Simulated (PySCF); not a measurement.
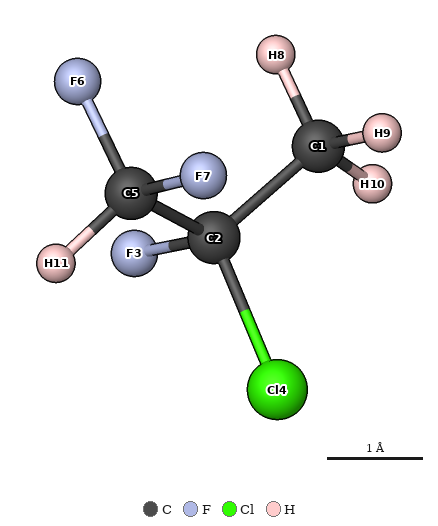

The input geometry of run 1 (ball-and-stick view, seen at a tilt; atoms are numbered from 1 in the order of the input). Bond lengths as drawn: C–C 1.50 to 1.53 Å, C–Cl 1.79 Å, C–F 1.34 to 1.36 Å and C–H 1.10 Å.

# What a change does: NMR shielding calculation on C₃H₄ClF₃

System: C₃H₄ClF₃, SMILES C[C@@](F)(Cl)C(F)F.
Method of run 1: GIAO revPBE/pcSseg-1 NMR shielding, non-relativistic, IEF-PCM methanol (PySCF 2.14.0).

The geometry comes from this level: PBE0-D3(BJ)/def2-SVP. Text and figures count atoms from 1; the logs count them from 0 in places.

**Input file, run 1**
```
{"job": {"kind": "nmr", "xc": "revPBE", "basis": "pcSseg-1", "solvent": "methanol", "pop": false}, "charge": 0, "multiplicity": 1}
C     -1.196029    -0.242700     0.451383
C     -0.132823     0.398779    -0.395772
F     -0.397091     0.201643    -1.711801
Cl    -0.056772     2.161374    -0.100218
C      1.271568    -0.162057    -0.149606
F      1.259359    -1.480768    -0.421584
F      1.609923    -0.002719     1.139605
H     -1.219328    -1.319707     0.233717
H     -0.975591    -0.089981     1.515035
H     -2.170178     0.201520     0.210303
H      2.012388     0.337287    -0.797026
```

The first line tells a small driver script what to run in PySCF; the rest is the geometry in Å.

Command:
```bash
OMP_NUM_THREADS=1 python <driver script> task.json out
```

Hardware: 1 CPU thread, shared host.

**Output (run 1)**
```
coarse grid: 10624 points
cycle   1  E = -875.9882223887  dE =  8.097e-01  |g| = 8.399e-01  |ddm| = 2.860e+00
cycle   2  E = -875.6936032184  dE =  2.946e-01  |g| = 1.595e+00  |ddm| = 1.447e+00
cycle   3  E = -876.1010641794  dE = -4.075e-01  |g| = 1.310e-01  |ddm| = 1.005e+00
cycle   4  E = -876.1044016459  dE = -3.337e-03  |g| = 5.829e-02  |ddm| = 1.439e-01
cycle   5  E = -876.1051173540  dE = -7.157e-04  |g| = 1.446e-02  |ddm| = 4.614e-02
cycle   6  E = -876.1051505842  dE = -3.323e-05  |g| = 4.961e-03  |ddm| = 1.284e-02
cycle   7  E = -876.1051541177  dE = -3.533e-06  |g| = 1.356e-03  |ddm| = 3.410e-03
final grid: 101672 points
cycle   8  E = -876.1896806405  dE = -8.920e-05  |g| = 1.107e-02  |ddm| = 3.217e-02
cycle   9  E = -876.1896401368  dE =  4.050e-05  |g| = 1.764e-02  |ddm| = 2.038e-02
cycle  10  E = -876.1897059317  dE = -6.579e-05  |g| = 2.806e-03  |ddm| = 1.310e-02
cycle  11  E = -876.1897069933  dE = -1.062e-06  |g| = 7.620e-04  |ddm| = 2.274e-03
cycle  12  E = -876.1897070984  dE = -1.052e-07  |g| = 1.315e-04  |ddm| = 4.826e-04
cycle  13  E = -876.1897071016  dE = -3.196e-09  |g| = 3.658e-05  |ddm| = 1.356e-04
cycle  14  E = -876.1897071018  dE = -1.721e-10  |g| = 1.465e-05  |ddm| = 3.343e-05
converged SCF energy = -876.1897071018

GIAO shielding tensors (ppm)
atom      isotropic    diamagn.    paramagn.     s11        s22        s33       span
  0 C      157.773     247.671     -89.898    140.170    150.901    182.246     42.076
  1 C       61.244     244.919    -183.676     32.918     64.838     85.975     53.057
  2 F      296.463     473.742    -177.279    223.434    307.510    358.445    135.011
  3 Cl     648.184    1146.884    -498.700    380.182    547.522   1016.849    636.666
  4 C       61.444     239.364    -177.919     44.364     67.055     72.914     28.549
  5 F      307.728     472.947    -165.218    226.102    340.742    356.341    130.238
  6 F      312.559     472.830    -160.271    218.194    339.684    379.799    161.605
  7 H       29.325      28.869       0.456     24.690     27.829     35.457     10.767
  8 H       29.530      28.812       0.718     25.991     27.963     34.637      8.646
  9 H       29.324      28.128       1.196     25.722     27.938     34.313      8.591
 10 H       25.230      26.894      -1.665     22.823     25.039     27.827      5.004
```

The input of run 2 differs as follows (lines with − go, lines with + come):
```diff
-C     -1.196029    -0.242700     0.451383
-C     -0.132823     0.398779    -0.395772
-F     -0.397091     0.201643    -1.711801
-Cl    -0.056772     2.161374    -0.100218
-C      1.271568    -0.162057    -0.149606
-F      1.259359    -1.480768    -0.421584
-F      1.609923    -0.002719     1.139605
-H     -1.219328    -1.319707     0.233717
-H     -0.975591    -0.089981     1.515035
-H     -2.170178     0.201520     0.210303
-H      2.012388     0.337287    -0.797026
+C     -1.182793    -0.107547     0.569941
+C     -0.160607     0.296339    -0.458465
+F     -0.523256    -0.188038    -1.665716
+Cl    -0.095650     2.088474    -0.584939
+C      1.288336    -0.197299    -0.144397
+F      1.716274    -0.985748    -1.135602
+F      1.285046    -0.919537     0.994106
+H     -1.220390    -1.204420     0.627216
+H     -0.927620     0.292045     1.558591
+H     -2.162815     0.277933     0.260432
+H      1.983475     0.647798    -0.021167
```

How does run 2 compare with run 1?

With the same method and basis, run 2 lies 4.6 kcal/mol higher. The LUMO goes from −0.59 to −0.71 eV. The dipole moment goes from 0.84 to 1.88 D. Of all shieldings, the largest change is that of Cl4, by −45.9 ppm. The number of SCF iterations is the same.

**Output (run 2)**
```
coarse grid: 10624 points
cycle   1  E = -875.9774232998  dE =  8.016e-01  |g| = 8.506e-01  |ddm| = 2.849e+00
cycle   2  E = -875.6611661650  dE =  3.163e-01  |g| = 1.640e+00  |ddm| = 1.518e+00
cycle   3  E = -876.0939438102  dE = -4.328e-01  |g| = 1.350e-01  |ddm| = 1.056e+00
cycle   4  E = -876.0975351005  dE = -3.591e-03  |g| = 5.979e-02  |ddm| = 1.506e-01
cycle   5  E = -876.0982876871  dE = -7.526e-04  |g| = 1.482e-02  |ddm| = 4.733e-02
cycle   6  E = -876.0983238492  dE = -3.616e-05  |g| = 4.983e-03  |ddm| = 1.333e-02
cycle   7  E = -876.0983274470  dE = -3.598e-06  |g| = 1.379e-03  |ddm| = 3.449e-03
final grid: 101672 points
cycle   8  E = -876.1822815206  dE = -8.673e-05  |g| = 1.111e-02  |ddm| = 3.660e-02
cycle   9  E = -876.1822433908  dE =  3.813e-05  |g| = 1.719e-02  |ddm| = 2.052e-02
cycle  10  E = -876.1823068160  dE = -6.343e-05  |g| = 2.978e-03  |ddm| = 1.317e-02
cycle  11  E = -876.1823080384  dE = -1.222e-06  |g| = 7.425e-04  |ddm| = 2.446e-03
cycle  12  E = -876.1823081363  dE = -9.795e-08  |g| = 1.394e-04  |ddm| = 4.809e-04
cycle  13  E = -876.1823081401  dE = -3.801e-09  |g| = 3.458e-05  |ddm| = 1.432e-04
cycle  14  E = -876.1823081403  dE = -1.532e-10  |g| = 1.449e-05  |ddm| = 3.196e-05
converged SCF energy = -876.1823081403

GIAO shielding tensors (ppm)
atom      isotropic    diamagn.    paramagn.     s11        s22        s33       span
  0 C      152.460     247.591     -95.131    135.964    145.434    175.981     40.017
  1 C       59.124     244.259    -185.135     32.865     63.080     81.427     48.562
  2 F      288.705     472.863    -184.159    233.407    274.212    358.495    125.088
  3 Cl     602.311    1146.855    -544.544    324.746    478.305   1003.883    679.136
  4 C       56.439     238.012    -181.573     43.434     61.042     64.840     21.405
  5 F      303.475     469.664    -166.189    226.248    305.562    378.614    152.366
  6 F      292.078     473.308    -181.230    210.564    310.116    355.554    144.989
  7 H       29.271      28.998       0.273     25.115     27.510     35.189     10.073
  8 H       29.543      28.870       0.673     26.911     27.164     34.553      7.642
  9 H       29.195      28.226       0.969     25.714     27.899     33.972      8.258
 10 H       24.978      27.150      -2.172     22.250     25.585     27.099      4.850
```

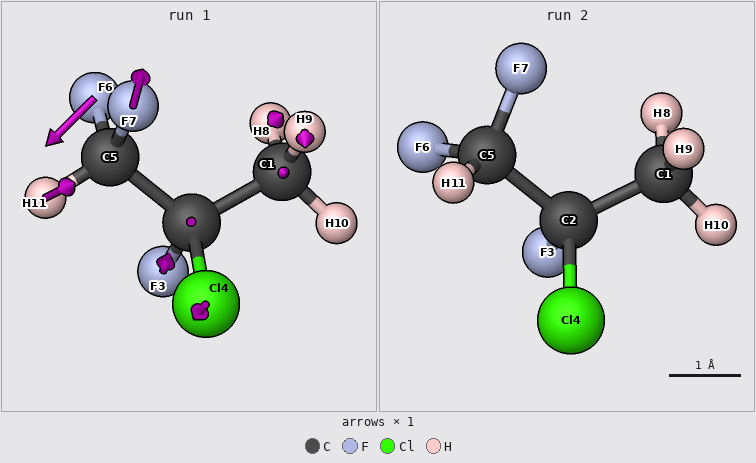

The two input geometries at one scale (ball-and-stick view, seen at a tilt). The pink arrows on the first give the shifts of the atoms after the best rigid fit, at true length. F6 moves most after the best rigid fit: 1.00 Å. Largest moves by element: F 1.00 Å, H 0.85 Å, Cl 0.47 Å, C 0.17 Å. Among the contacts that change: C2–C5 1.532 → 1.563 Å, C5–F6 1.347 → 1.337 Å, C2–Cl4 1.789 → 1.798 Å, C2–F3 1.357 → 1.350 Å.

**The two runs side by side**

| quantity | run 1 | run 2 |
| --- | --- | --- |
| outcome | converged | converged |
| total energy (hartree) | −876.189707 | −876.182308 |
| HOMO (eV) | −7.48 | −7.49 |
| LUMO (eV) | −0.59 | −0.71 |
| dipole moment (D) | 0.84 | 1.88 |
| shielding of C1 (ppm) | 157.8 | 152.5 |
| shielding of C2 (ppm) | 61.2 | 59.1 |
| shielding of F3 (ppm) | 296.5 | 288.7 |
| shielding of Cl4 (ppm) | 648.2 | 602.3 |
| shielding of C5 (ppm) | 61.4 | 56.4 |
| shielding of F6 (ppm) | 307.7 | 303.5 |
| shielding of F7 (ppm) | 312.6 | 292.1 |
| SCF iterations | 14 | 14 |
| basis functions | 146 | 146 |
| wall time (shared host) | 8.6 s | 8.6 s |
